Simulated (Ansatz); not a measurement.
GeH₂O₂···HCl

```csv
atom,x (Å),y (Å),z (Å)
Ge,-0.0290,-0.1058,-0.8089
Cl,1.7333,-0.0901,2.1186
H,2.1372,0.1500,0.8629
O,-1.0095,1.3641,-0.9029
H,-1.9174,1.1327,-0.6025
O,-1.4010,-1.1114,-0.2536
H,-1.1697,-2.0360,-0.0349
```

Not at a stationary point (largest force 1.0 eV/Å).

Level of theory: RKS LDA/def2-SVP in Ansatz.

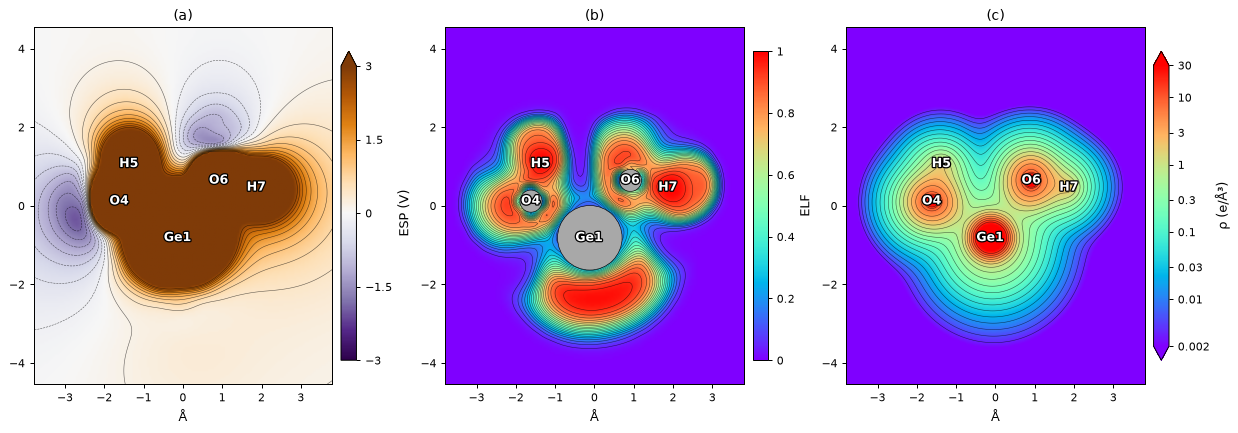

Figure 1. (a) electrostatic potential; (b) ELF; (c) electron density on the plane of atoms Ge1, O6 and H7. Grey discs cover the atomic cores in the ELF map.

### Interpret the plot.

- The plane passes through Ge, O and H nuclei.
- Ge–O (1.77 Å): the density is about 0.99 e/Å³ at the midpoint; the ELF peaks at about 0.85 in the valence shell of O, 0.6 Å from its nucleus, and is about 0.30 at the midpoint.
- O–H (0.98 Å): ρ at the midpoint is about 3.5 e/Å³; the ELF climbs to about 1 towards the hydrogen, as it does in any bond to H: an ordinary covalent bond to hydrogen.
- The ELF also peaks beside O4 and O6, away from the bonds: lone-pair regions.
- Outside the dense part of the complex the potential is most negative (−2.0 V) near O4.

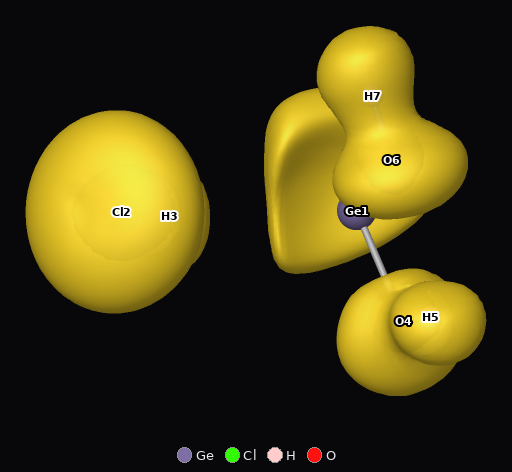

Figure 2. Isosurface of the ELF at 0.75 (yellow), seen at a tilt. Core shells and regions of very low density are left out.

### Identify the bonds, lone pairs and shells in this picture.

The ELF exceeds this value in one lobe on Ge, pointing away from the bonds (lone pairs), one joined region spread over several atoms (Cl, H), in which their bonds and any lone pairs are merged and two joined regions spread over several atoms (H, O), in which their bonds and any lone pairs are merged.


Ge1···H3 (2.75 Å): the ELF dips to about 0.10 between them.

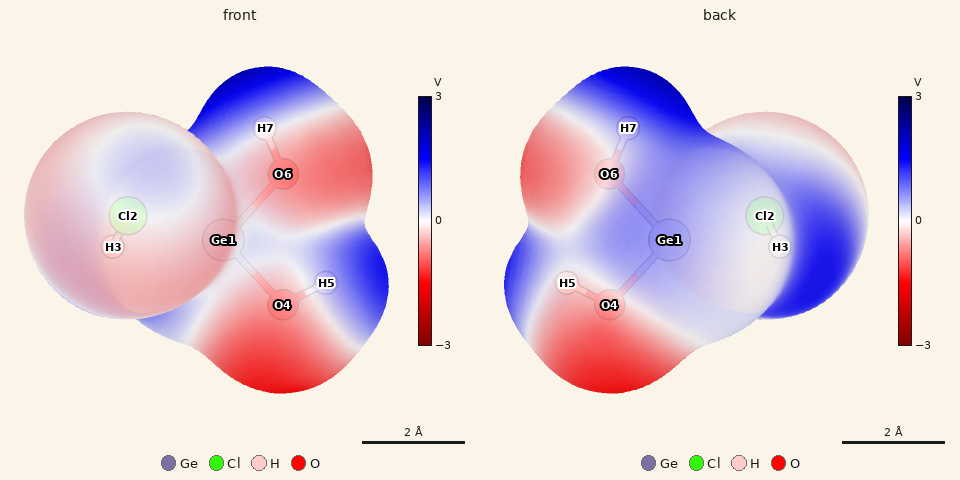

Figure 3. The molecular electrostatic potential painted on the density surface at 0.001 e/bohr³, seen from the front and from behind; red is negative and blue positive.

### Which sites attract a positive test charge, and which a negative one?

A positive charge is drawn to the negative regions and a negative charge to the positive ones. The most negative region (about −1.4 V) lies over O4, the most positive (about +2.0 V) over H7. Cl2 shows a σ-hole: about +0.2 V at the tip opposite its bond, against about −0.3 V on its flanks. O4 is the likeliest acceptor of a hydrogen bond.
